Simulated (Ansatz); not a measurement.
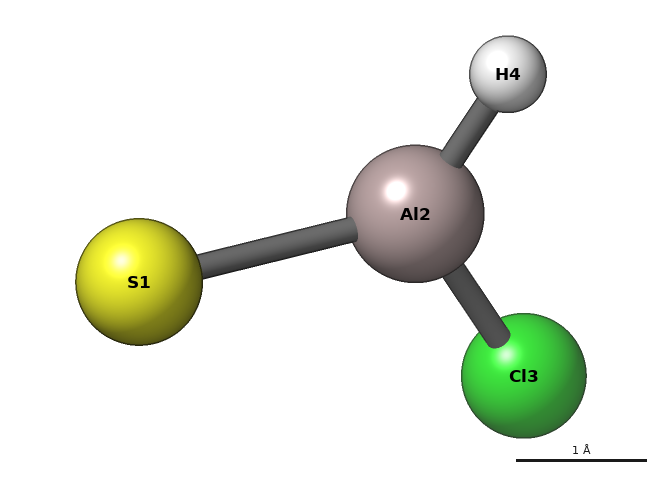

Simulated data, not a measurement (program: Ansatz).

Atoms carry their numbers in the input. State: neutral, doublet. Geometry: atoms displaced at random (about 0.1 Å) from a stationary point of GFN2-xTB.

Question: What is the geometry at Al2?

Answer: Al2 has 3 neighbours (S1 at 2.32, Cl3 at 2.04, H4 at 1.37 Å); the arrangement is trigonal planar.
